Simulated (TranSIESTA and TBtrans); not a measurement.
Junction: Cu chain with one N atom inserted. Leads: straight Cu chain, spacing 2.3 Å. Geometry: 3 atoms about the centre moved by SIESTA (PBE, DZP) to a largest force of 0.00 eV/Å, all others as built, motion along the axis alone.

Computed with TranSIESTA and TBtrans, PBE, DZP numerical orbitals (energy shift 0.15 eV), PseudoDojo norm-conserving scalar-relativistic potentials, mesh cutoff 200 Ry, 300 K, spin-polarised (collinear), no spin-orbit coupling; self-consistent non-equilibrium Green functions.

Energies count from the leads' Fermi level. Transmissions are for each spin. The energy step is 0.01 eV; narrower resonances are cut or missed.

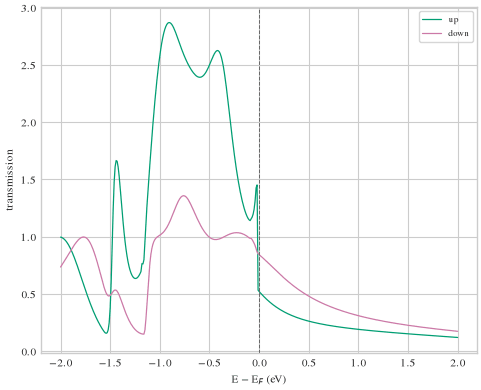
Figure: Transmission against energy

```tsv
E (eV)	T up	T down	lead channels up	down
-2.00	1.00	0.74	1	1
-1.80	0.67	0.99	1	1
-1.60	0.23	0.68	1	1
-1.40	1.44	0.47	3	3
-1.20	0.68	0.16	3	3
-1.00	2.58	1.01	4	4
-0.80	2.69	1.33	4	4
-0.60	2.39	1.12	4	4
-0.40	2.61	0.98	band edge	band edge
-0.20	1.44	1.03	4	4
0.00	0.52	0.84	1	1
0.20	0.37	0.68	1	1
0.40	0.29	0.54	1	1
0.60	0.24	0.43	1	1
0.80	0.21	0.36	1	1
1.00	0.19	0.31	1	1
1.20	0.17	0.27	1	1
1.40	0.16	0.24	1	1
1.60	0.15	0.21	1	1
1.80	0.13	0.19	1	1
2.00	0.12	0.17	1	1
```

Moments were seeded on the central atoms alone, and one start was tried. The leads' channel count changes near -0.01 eV, within the thermal window, so values at the Fermi level hang on where that band edge falls. The straight chain is held at its spacing; free chains may zigzag or dimerise.
